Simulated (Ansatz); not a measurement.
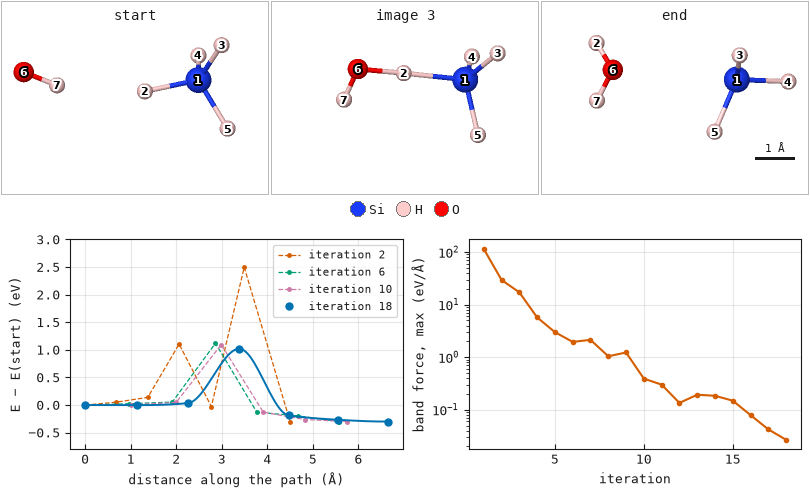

NEB run on SiH5O (multiplicity 2), made up at the start of SiH4 and HO. Images are numbered from 0 (start) to 6 (end). The plot follows the band through its iterations. Style: ball-and-stick. Shown from a free direction.

Level of theory: UHF/6-31G* (Ansatz). Settings: 5 movable images; climbing image; force threshold 0.03 eV/Å; iteration limit 60; starting path through a guess of the saddle point.

Judge this run.

The result is final at these settings. The band converged in 18 iterations. The largest component of the band force went from 110 to 0.027 eV/Å. The climbing image converged on the top of the path. Its vibrational analysis gives one imaginary mode (2619i cm⁻¹), as a transition state must have. The first iteration put the highest image at 14.83 eV. The energy climbs by 1.02 eV to image 3 and then falls by 1.32 eV, so the end point sits at −0.30 eV.

Limits of the set-up: the start holds two separate molecules, 2.4 Å apart at their closest, whose relative position is a soft coordinate and is computed without a dispersion correction; Hartree-Fock leaves out electron correlation.

The run took 35 s on 1 thread of Arm Neoverse V2, on a shared host, peak memory 0.098 GiB.
